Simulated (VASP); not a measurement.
Band structure of Cu4KAs2 (space group R-3m). All values below come from PBEsol GGA, VASP's PBE PAW potentials (set 64) (plane waves; VASP).

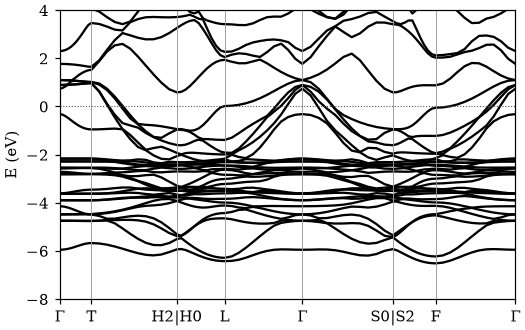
Fig. 1. Bands along high-symmetry lines, zero at the valence-band maximum or, without a gap, the Fermi level

Read the plot: is there a gap, and where are the band edges?

It has no gap at this level: it comes out as a metal or semimetal. (Edges off the drawn lines would not show.)

The structure comes from a computed database's Cu4KAs2 entry (R-3m); how it stands against other phases isn't given here. It was relaxed first. The electron count is odd and the run is not spin-polarised, which forces a metal.
